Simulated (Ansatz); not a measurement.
Molecular dynamics of AlPH6 (part 5 of 5)

The same run, continued: AlPH6; RKS PBE-D4/def2-SVP (Ansatz 0.2.0). It belongs to a series of runs on one base structure; here: dynamics from the highest image of the converged band.

Geometry of the input (Å):
```
Al 0.0405  -0.3037  0.0234
H  -0.0418  0.1659  1.6729
H  1.4834  0.0252  -0.5556
H  -1.4106  -0.1455  -0.6062
P  0.1078  -2.6861  1.1831
H  -0.6208  -2.9275  -0.0345
H  1.4034  -2.7417  0.5613
H  -0.0143  -0.9644  1.6416
```

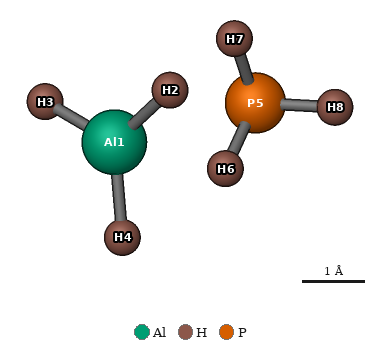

**Figure 1.** The geometry at step 171 of the log (ball-and-stick view, seen at a tilt; atoms are numbered from 1 in the order of the input).

**Trajectory as extended XYZ, continued**
```
8
Properties=species:S:1:pos:R:3:forces:R:3 step=142 time_fs=71.0 energy=-15968.48247 temperature=906.9
Al    0.0470    0.0946   -0.1558    0.1466   0.0466   0.5128
H     0.2899    1.1104    1.0700    0.0225  -0.0503  -0.0538
H     1.3343   -0.5066   -0.8851   -0.0698  -0.0043  -0.2079
H    -1.4746   -0.2019   -0.5076   -0.1142  -0.0498  -0.2735
P     0.1219   -3.0423    1.2984    0.2642   0.2458  -0.4907
H    -0.6164   -2.1251    0.4515   -0.1654  -0.1726  -0.1646
H     1.1921   -2.0708    1.3687    0.0924  -0.1762   0.1570
H    -0.5313   -2.5106    2.4358   -0.1763   0.1607   0.5207
8
Properties=species:S:1:pos:R:3:forces:R:3 step=144 time_fs=72.0 energy=-15968.46535 temperature=885.0
Al    0.0474    0.1070   -0.1624    0.0178  -0.0157   0.4764
H     0.2943    1.1062    1.0804    0.0109  -0.0688  -0.0950
H     1.3307   -0.4985   -0.9021   -0.0962   0.0193  -0.1762
H    -1.4853   -0.1946   -0.5238    0.0499  -0.0027  -0.2179
P     0.1224   -3.0534    1.3035    0.3035   0.2794  -0.8274
H    -0.6212   -2.1133    0.4730   -0.1303  -0.2825  -0.1142
H     1.1680   -2.0618    1.3900    0.2103  -0.1698   0.1464
H    -0.5192   -2.5360    2.4358   -0.3658   0.2407   0.8080
8
Properties=species:S:1:pos:R:3:forces:R:3 step=146 time_fs=73.0 energy=-15968.44876 temperature=863.8
Al    0.0478    0.1195   -0.1687   -0.1045  -0.0845   0.4263
H     0.2987    1.1014    1.0898    0.0005  -0.0806  -0.1280
H     1.3262   -0.4901   -0.9207   -0.1211   0.0437  -0.1415
H    -1.4955   -0.1873   -0.5421    0.2048   0.0437  -0.1597
P     0.1230   -3.0644    1.3082    0.2721   0.3774  -0.9944
H    -0.6273   -2.1041    0.4935   -0.0915  -0.3816  -0.0638
H     1.1459   -2.0545    1.4127    0.3048  -0.1669   0.1293
H    -0.5106   -2.5591    2.4434   -0.4652   0.2489   0.9319
8
Properties=species:S:1:pos:R:3:forces:R:3 step=148 time_fs=74.0 energy=-15968.44042 temperature=853.0
Al    0.0481    0.1319   -0.1749   -0.2077  -0.1549   0.3661
H     0.3032    1.0959    1.0980   -0.0077  -0.0840  -0.1498
H     1.3205   -0.4813   -0.9407   -0.1406   0.0667  -0.1061
H    -1.5038   -0.1796   -0.5619    0.3336   0.0852  -0.1033
P     0.1237   -3.0752    1.3127    0.1641   0.5470  -0.9365
H    -0.6342   -2.0986    0.5133   -0.0574  -0.4573  -0.0232
H     1.1266   -2.0487    1.4366    0.3659  -0.1754   0.1060
H    -0.5063   -2.5800    2.4598   -0.4502   0.1727   0.8468
8
Properties=species:S:1:pos:R:3:forces:R:3 step=151 time_fs=75.5 energy=-15968.44049 temperature=852.9
Al    0.0485    0.1504   -0.1840   -0.3116  -0.2541   0.2647
H     0.3097    1.0861    1.1076   -0.0143  -0.0717  -0.1574
H     1.3095   -0.4669   -0.9725   -0.1530   0.0946  -0.0563
H    -1.5100   -0.1664   -0.5933    0.4544   0.1326  -0.0292
P     0.1249   -3.0912    1.3189   -0.0767   0.8728  -0.4913
H    -0.6457   -2.0986    0.5426   -0.0276  -0.5084   0.0059
H     1.1043   -2.0434    1.4742    0.3871  -0.2171   0.0594
H    -0.5076   -2.6086    2.4986   -0.2583  -0.0486   0.4042
8
Properties=species:S:1:pos:R:3:forces:R:3 step=153 time_fs=76.5 energy=-15968.43988 temperature=852.1
Al    0.0486    0.1626   -0.1899   -0.3423  -0.3107   0.1947
H     0.3139    1.0787    1.1121   -0.0148  -0.0529  -0.1453
H     1.3004   -0.4562   -0.9944   -0.1470   0.1070  -0.0278
H    -1.5089   -0.1561   -0.6147    0.4791   0.1523   0.0097
P     0.1256   -3.1015    1.3228   -0.2218   1.0670  -0.0779
H    -0.6536   -2.1047    0.5622   -0.0268  -0.4950   0.0003
H     1.0941   -2.0423    1.5001    0.3599  -0.2602   0.0211
H    -0.5119   -2.6279    2.5300   -0.0863  -0.2075   0.0252
8
Properties=species:S:1:pos:R:3:forces:R:3 step=155 time_fs=77.5 energy=-15968.43514 temperature=846.0
Al    0.0487    0.1747   -0.1957   -0.3406  -0.3564   0.1274
H     0.3180    1.0708    1.1153   -0.0123  -0.0275  -0.1206
H     1.2898   -0.4445   -1.0166   -0.1288   0.1138  -0.0043
H    -1.5032   -0.1443   -0.6360    0.4568   0.1619   0.0380
P     0.1263   -3.1115    1.3267   -0.3134   1.1937   0.3302
H    -0.6619   -2.1154    0.5818   -0.0426  -0.4432  -0.0248
H     1.0873   -2.0438    1.5262    0.3103  -0.3059  -0.0219
H    -0.5169   -2.6492    2.5616    0.0705  -0.3363  -0.3241
8
Properties=species:S:1:pos:R:3:forces:R:3 step=157 time_fs=78.5 energy=-15968.42868 temperature=837.8
Al    0.0485    0.1867   -0.2015   -0.3064  -0.3889   0.0671
H     0.3219    1.0626    1.1173   -0.0076   0.0019  -0.0862
H     1.2780   -0.4317   -1.0389   -0.0986   0.1151   0.0135
H    -1.4932   -0.1310   -0.6570    0.3884   0.1615   0.0545
P     0.1269   -3.1211    1.3307   -0.3396   1.2309   0.6782
H    -0.6705   -2.1304    0.6012   -0.0733  -0.3569  -0.0659
H     1.0835   -2.0481    1.5521    0.2495  -0.3436  -0.0676
H    -0.5214   -2.6737    2.5902    0.1877  -0.4199  -0.5936
8
Properties=species:S:1:pos:R:3:forces:R:3 step=160 time_fs=80.0 energy=-15968.42464 temperature=832.7
Al    0.0482    0.2045   -0.2102   -0.1974  -0.4100  -0.0007
H     0.3278    1.0505    1.1189    0.0016   0.0467  -0.0251
H     1.2587   -0.4104   -1.0720   -0.0347   0.1076   0.0300
H    -1.4715   -0.1082   -0.6874    0.2076   0.1442   0.0559
P     0.1275   -3.1348    1.3371   -0.2701   1.1145   1.0219
H    -0.6850   -2.1589    0.6289   -0.1360  -0.1828  -0.1435
H     1.0820   -2.0609    1.5896    0.1593  -0.3638  -0.1348
H    -0.5245   -2.7181    2.6220    0.2697  -0.4566  -0.8037
8
Properties=species:S:1:pos:R:3:forces:R:3 step=162 time_fs=81.0 energy=-15968.42880 temperature=838.0
Al    0.0478    0.2161   -0.2159   -0.0929  -0.4057  -0.0261
H     0.3316    1.0429    1.1195    0.0075   0.0723   0.0147
H     1.2453   -0.3949   -1.0937    0.0161   0.0980   0.0355
H    -1.4544   -0.0912   -0.7071    0.0471   0.1243   0.0424
P     0.1279   -3.1435    1.3417   -0.1735   0.9404   1.1038
H    -0.6961   -2.1804    0.6457   -0.1748  -0.0579  -0.1915
H     1.0830   -2.0738    1.6130    0.1111  -0.3431  -0.1734
H    -0.5234   -2.7531    2.6338    0.2595  -0.4283  -0.8053
8
Properties=species:S:1:pos:R:3:forces:R:3 step=164 time_fs=82.0 energy=-15968.43684 temperature=848.3
Al    0.0475    0.2276   -0.2217    0.0261  -0.3889  -0.0347
H     0.3356    1.0360    1.1203    0.0117   0.0911   0.0476
H     1.2321   -0.3785   -1.1151    0.0693   0.0863   0.0384
H    -1.4368   -0.0730   -0.7263   -0.1289   0.1012   0.0207
P     0.1282   -3.1519    1.3467   -0.0569   0.7145   1.0486
H    -0.7089   -2.2024    0.6607   -0.1963   0.0531  -0.2231
H     1.0852   -2.0899    1.6348    0.0776  -0.2923  -0.2030
H    -0.5199   -2.7922    2.6380    0.1975  -0.3649  -0.6945
8
Properties=species:S:1:pos:R:3:forces:R:3 step=166 time_fs=83.0 energy=-15968.44429 temperature=857.8
Al    0.0471    0.2389   -0.2275    0.1444  -0.3634  -0.0300
H     0.3396    1.0299    1.1216    0.0132   0.1008   0.0692
H     1.2195   -0.3613   -1.1361    0.1203   0.0742   0.0409
H    -1.4204   -0.0539   -0.7453   -0.2998   0.0791  -0.0033
P     0.1284   -3.1600    1.3521    0.0639   0.4631   0.8460
H    -0.7236   -2.2239    0.6736   -0.1879   0.1341  -0.2282
H     1.0880   -2.1088    1.6547    0.0599  -0.2135  -0.2205
H    -0.5146   -2.8347    2.6357    0.0860  -0.2743  -0.4742
8
Properties=species:S:1:pos:R:3:forces:R:3 step=169 time_fs=84.5 energy=-15968.44292 temperature=855.9
Al    0.0467    0.2557   -0.2362    0.2790  -0.3201  -0.0141
H     0.3459    1.0227    1.1247    0.0091   0.0968   0.0746
H     1.2030   -0.3341   -1.1669    0.1832   0.0585   0.0485
H    -1.4016   -0.0238   -0.7740   -0.4941   0.0569  -0.0263
P     0.1289   -3.1721    1.3605    0.2241   0.0959   0.2939
H    -0.7489   -2.2537    0.6890   -0.1055   0.1820  -0.1763
H     1.0934   -2.1406    1.6805    0.0571  -0.0574  -0.2199
H    -0.5055   -2.9031    2.6246   -0.1529  -0.1126   0.0195
8
Properties=species:S:1:pos:R:3:forces:R:3 step=171 time_fs=85.5 energy=-15968.43041 temperature=839.9
Al    0.0465    0.2668   -0.2420    0.3154  -0.2950  -0.0114
H     0.3503    1.0190    1.1277    0.0019   0.0829   0.0598
H     1.1940   -0.3153   -1.1869    0.2109   0.0513   0.0589
H    -1.3947   -0.0031   -0.7934   -0.5521   0.0539  -0.0214
P     0.1293   -3.1800    1.3663    0.2948  -0.1078  -0.1603
H    -0.7671   -2.2714    0.6970   -0.0096   0.1694  -0.1070
H     1.0977   -2.1627    1.6951    0.0618   0.0566  -0.2015
H    -0.5009   -2.9503    2.6168   -0.3231  -0.0114   0.3830
8
Properties=species:S:1:pos:R:3:forces:R:3 step=173 time_fs=86.5 energy=-15968.41315 temperature=817.8
Al    0.0464    0.2777   -0.2478    0.2989  -0.2762  -0.0245
H     0.3546    1.0161    1.1312   -0.0081   0.0621   0.0327
H     1.1871   -0.2959   -1.2063    0.2246   0.0474   0.0748
H    -1.3931    0.0182   -0.8130   -0.5403   0.0611   0.0055
P     0.1297   -3.1880    1.3720    0.3118  -0.2587  -0.5675
H    -0.7853   -2.2875    0.7041    0.1036   0.1356  -0.0220
H     1.1026   -2.1843    1.7078    0.0613   0.1634  -0.1716
H    -0.4994   -2.9976    2.6126   -0.4518   0.0654   0.6727
8
Properties=species:S:1:pos:R:3:forces:R:3 step=175 time_fs=87.5 energy=-15968.39894 temperature=799.6
Al    0.0465    0.2886   -0.2537    0.2330  -0.2638  -0.0567
H     0.3589    1.0138    1.1351   -0.0200   0.0374  -0.0026
H     1.1823   -0.2762   -1.2249    0.2241   0.0466   0.0960
H    -1.3966    0.0401   -0.8325   -0.4628   0.0759   0.0537
P     0.1303   -3.1961    1.3775    0.2553  -0.3537  -0.8177
H    -0.8026   -2.3023    0.7109    0.2161   0.0961   0.0653
H     1.1080   -2.2044    1.7189    0.0466   0.2504  -0.1342
H    -0.5022   -3.0443    2.6147   -0.4922   0.1112   0.7963
8
Properties=species:S:1:pos:R:3:forces:R:3 step=178 time_fs=89.0 energy=-15968.39029 temperature=788.3
Al    0.0467    0.3046   -0.2624    0.0718  -0.2518  -0.1358
H     0.3648    1.0110    1.1407   -0.0385  -0.0008  -0.0599
H     1.1791   -0.2457   -1.2511    0.1998   0.0492   0.1348
H    -1.4097    0.0743   -0.8606   -0.2595   0.1029   0.1528
P     0.1313   -3.2084    1.3853    0.0422  -0.4222  -0.7846
H    -0.8244   -2.3229    0.7226    0.3469   0.0554   0.1733
H     1.1169   -2.2298    1.7331   -0.0149   0.3246  -0.0755
H    -0.5148   -3.1123    2.6318   -0.3477   0.1426   0.5949
8
Properties=species:S:1:pos:R:3:forces:R:3 step=180 time_fs=90.0 energy=-15968.38592 temperature=782.5
Al    0.0469    0.3153   -0.2683   -0.0502  -0.2434  -0.1998
H     0.3684    1.0091    1.1438   -0.0494  -0.0233  -0.0936
H     1.1794   -0.2247   -1.2671    0.1722   0.0517   0.1618
H    -1.4219    0.0983   -0.8776   -0.0988   0.1176   0.2236
P     0.1320   -3.2168    1.3903   -0.1323  -0.4508  -0.5416
H    -0.8350   -2.3359    0.7323    0.3910   0.0529   0.2174
H     1.1227   -2.2429    1.7416   -0.0821   0.3321  -0.0408
H    -0.5277   -3.1559    2.6506   -0.1504   0.1632   0.2728
8
Properties=species:S:1:pos:R:3:forces:R:3 step=182 time_fs=91.0 energy=-15968.37506 temperature=768.5
Al    0.0470    0.3258   -0.2743   -0.1641  -0.2315  -0.2640
H     0.3715    1.0070    1.1460   -0.0580  -0.0410  -0.1186
H     1.1814   -0.2033   -1.2814    0.1399   0.0531   0.1866
H    -1.4350    0.1234   -0.8926    0.0568   0.1256   0.2877
P     0.1326   -3.2253    1.3950   -0.2745  -0.4850  -0.2236
H    -0.8418   -2.3484    0.7440    0.3933   0.0737   0.2343
H     1.1277   -2.2529    1.7498   -0.1631   0.3094  -0.0122
H    -0.5419   -3.1980    2.6720    0.0698   0.1956  -0.0900
8
Properties=species:S:1:pos:R:3:forces:R:3 step=184 time_fs=92.0 energy=-15968.35725 temperature=745.6
Al    0.0471    0.3362   -0.2804   -0.2581  -0.2146  -0.3218
H     0.3740    1.0046    1.1471   -0.0634  -0.0528  -0.1319
H     1.1846   -0.1814   -1.2940    0.1065   0.0523   0.2061
H    -1.4475    0.1498   -0.9047    0.1908   0.1256   0.3379
P     0.1332   -3.2339    1.3997   -0.3497  -0.5299   0.0863
H    -0.8449   -2.3602    0.7580    0.3533   0.1163   0.2237
H     1.1312   -2.2600    1.7578   -0.2470   0.2643   0.0109
H    -0.5555   -3.2382    2.6925    0.2675   0.2387  -0.4111
8
Properties=species:S:1:pos:R:3:forces:R:3 step=187 time_fs=93.5 energy=-15968.33041 temperature=711.2
Al    0.0471    0.3517   -0.2897   -0.3470  -0.1788  -0.3850
H     0.3767    0.9999    1.1463   -0.0646  -0.0591  -0.1265
H     1.1914   -0.1476   -1.3091    0.0619   0.0447   0.2205
H    -1.4627    0.1915   -0.9168    0.3280   0.1106   0.3778
P     0.1338   -3.2473    1.4068   -0.3187  -0.6091   0.4235
H    -0.8434   -2.3756    0.7829    0.2269   0.2083   0.1653
H     1.1317   -2.2660    1.7701   -0.3524   0.1757   0.0400
H    -0.5707   -3.2941    2.7154    0.4658   0.3075  -0.7156
8
Properties=species:S:1:pos:R:3:forces:R:3 step=189 time_fs=94.5 energy=-15968.32288 temperature=701.6
Al    0.0469    0.3620   -0.2961   -0.3669  -0.1486  -0.4059
H     0.3777    0.9961    1.1443   -0.0607  -0.0563  -0.1060
H     1.1967   -0.1245   -1.3166    0.0392   0.0349   0.2178
H    -1.4690    0.2206   -0.9204    0.3686   0.0921   0.3776
P     0.1341   -3.2564    1.4116   -0.2198  -0.6564   0.5233
H    -0.8396   -2.3835    0.8015    0.1160   0.2737   0.1095
H     1.1280   -2.2678    1.7787   -0.3938   0.1162   0.0599
H    -0.5756   -3.3278    2.7224    0.5175   0.3444  -0.7762
8
Properties=species:S:1:pos:R:3:forces:R:3 step=191 time_fs=95.5 energy=-15968.32798 temperature=708.1
Al    0.0466    0.3722   -0.3027   -0.3541  -0.1144  -0.4065
H     0.3781    0.9918    1.1413   -0.0534  -0.0491  -0.0739
H     1.2023   -0.1011   -1.3220    0.0238   0.0213   0.2047
H    -1.4719    0.2507   -0.9204    0.3655   0.0687   0.3555
P     0.1343   -3.2657    1.4167   -0.0834  -0.6835   0.5035
H    -0.8346   -2.3888    0.8212    0.0045   0.3256   0.0529
H     1.1206   -2.2684    1.7879   -0.4042   0.0651   0.0829
H    -0.5755   -3.3582    2.7222    0.5014   0.3662  -0.7189
8
Properties=species:S:1:pos:R:3:forces:R:3 step=193 time_fs=96.5 energy=-15968.34360 temperature=728.1
Al    0.0462    0.3824   -0.3093   -0.3083  -0.0771  -0.3848
H     0.3780    0.9870    1.1376   -0.0434  -0.0392  -0.0335
H     1.2082   -0.0775   -1.3254    0.0159   0.0046   0.1813
H    -1.4713    0.2814   -0.9170    0.3190   0.0423   0.3123
P     0.1345   -3.2752    1.4219    0.0688  -0.6743   0.3526
H    -0.8296   -2.3909    0.8414   -0.0879   0.3485   0.0070
H     1.1093   -2.2685    1.7979   -0.3813   0.0274   0.1098
H    -0.5706   -3.3850    2.7151    0.4172   0.3679  -0.5447
8
Properties=species:S:1:pos:R:3:forces:R:3 step=196 time_fs=98.0 energy=-15968.37072 temperature=762.8
Al    0.0454    0.3976   -0.3196   -0.1809  -0.0182  -0.3080
H     0.3772    0.9791    1.1316   -0.0251  -0.0236   0.0335
H     1.2174   -0.0420   -1.3275    0.0165  -0.0247   0.1301
H    -1.4649    0.3281   -0.9066    0.1744   0.0016   0.2129
P     0.1349   -3.2899    1.4298    0.2894  -0.5642  -0.1139
H    -0.8238   -2.3880    0.8717   -0.1577   0.3027  -0.0245
H     1.0857   -2.2681    1.8149   -0.2896  -0.0005   0.1556
H    -0.5564   -3.4189    2.6956    0.1730   0.3268  -0.0856
8
Properties=species:S:1:pos:R:3:forces:R:3 step=198 time_fs=99.0 energy=-15968.37868 temperature=773.0
Al    0.0448    0.4077   -0.3266   -0.0636   0.0213  -0.2292
H     0.3763    0.9735    1.1278   -0.0125  -0.0156   0.0747
H     1.2237   -0.0186   -1.3272    0.0223  -0.0452   0.0885
H    -1.4584    0.3593   -0.8969    0.0395  -0.0233   0.1298
P     0.1353   -3.2999    1.4351    0.4096  -0.4229  -0.5355
H    -0.8218   -2.3824    0.8917   -0.1520   0.2156  -0.0185
H     1.0663   -2.2678    1.8281   -0.2001  -0.0022   0.1859
H    -0.5445   -3.4374    2.6809   -0.0433   0.2723   0.3044
8
Properties=species:S:1:pos:R:3:forces:R:3 step=200 time_fs=100.0 energy=-15968.37440 temperature=767.6
Al    0.0441    0.4179   -0.3337    0.0683   0.0593  -0.1331
H     0.3752    0.9678    1.1248   -0.0010  -0.0113   0.1073
H     1.2302    0.0043   -1.3261    0.0294  -0.0650   0.0442
H    -1.4515    0.3903   -0.8860   -0.1103  -0.0443   0.0409
P     0.1357   -3.3100    1.4402    0.4845  -0.2420  -0.9520
H    -0.8211   -2.3748    0.9115   -0.1133   0.0940   0.0024
H     1.0451   -2.2676    1.8430   -0.1001   0.0034   0.2112
H    -0.5330   -3.4534    2.6692   -0.2577   0.2059   0.6790
```

**Summary**

```tsv
quantity	value
outcome	finished
mean temperature over the second half	829 K
trajectory	200 steps, 100 fs
ensemble	nve
temperature in the input	300.0 K
time step	0.5 fs
potential energy (last step)	−15968.3744 eV
mean-field energy (last step)	−15968.2790 eV
largest force (length of the vector) (last step)	1.095 eV/Å
wall time	4.9 min
peak memory	0.11 GiB
```

**Notes**

So short a trajectory is not equilibrated.
